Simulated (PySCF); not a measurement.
# CH3Cu (Cu ... CH3): the cost of one run

Programs: PySCF 2.14.0, with routines of our own; each step states its level. All values are computed. Atoms count from 0.

### 1 The system as given

5 atoms, charge 0, high-spin multiplicity 3; geometry from: GFN2-xTB fragments, placed rigidly.

The system (radical pair): Cu···CH3. The radical centres are 3.80 Å apart, face to face; the spin sites are atom 0 (1 unpaired) and atoms 1, 2, 3, 4 (1 unpaired).

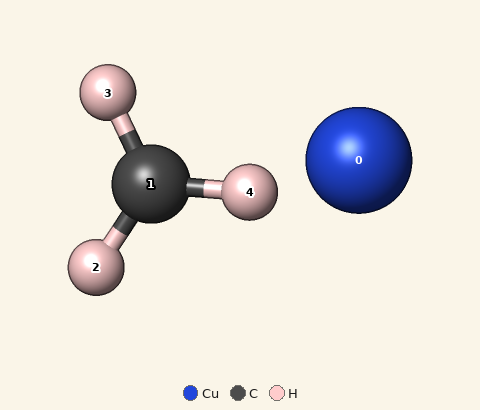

The starting geometry (copper blue, carbon dark grey, hydrogen pink); sticks join atoms by distance alone.

### 2 Magnetic exchange: CASSCF and SC-NEVPT2/def2-TZVP (2,2)

The job: settings as JSON, then the geometry in Å.

```
{"job": {"kind": "cas", "basis": "def2-TZVP", "active": "magnetic", "zfs": true}, "charge": 0, "high_spin_multiplicity": 3, "spin_sites": [[[0], 1], [[1, 2, 3, 4], 1]]}
Cu    -1.120000     0.000000    -2.828900
C      0.280000     0.000000     0.707100
H      0.932000     0.845200     0.707300
H      0.686000    -0.987100     0.707300
H     -0.778000     0.141900     0.707300
```

Level: CASSCF and SC-NEVPT2/def2-TZVP spin states, gas phase.

Command:

```sh
$ OMP_NUM_THREADS=1 python exch_run.py task.json out
```

This one command runs all jobs of the session in turn.

**Question.** How long does this run take on 1 thread of AMD EPYC 9R14, shared host?

About 2.6 s.
